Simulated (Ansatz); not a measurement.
# Ru: pressure series

The parent structure is Ru in the hcp (Mg type) structure (space group P6_3/mmc, No. 194).

```
CELL_PARAMETERS angstrom
      2.72216     0.00000     0.00000
     -1.36108     2.35746     0.00000
      0.00000     0.00000     4.29083
ATOMIC_POSITIONS crystal
  Ru 0.33333 0.66667 0.75000
  Ru 0.66667 0.33333 0.25000
```

Cell and atoms are relaxed at each pressure.

The values are results of PBE/PAW in Ansatz (a first-principles code), without spin-orbit coupling, not measurements.

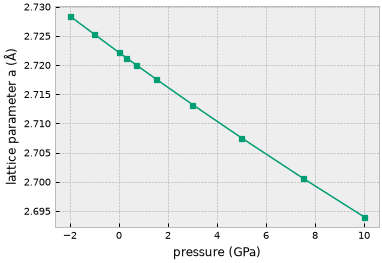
Lattice parameter a against pressure

| pressure (GPa) | lattice parameter a |
|---|---|
| -2 | 2.728 Å |
| -1 | 2.725 Å |
| 0.3 | 2.721 Å |
| 0.7 | 2.720 Å |
| 1.5 | 2.718 Å |
| 3 | 2.713 Å |
| 5 | 2.708 Å |
| 7.5 | 2.701 Å |
| 10 | 2.694 Å |

Load acts through the strain it causes; cell and atoms are relaxed under it. Whether these cells are dynamically stable was not tested. No other phases were tried under pressure. The final runs are not spin-polarised.
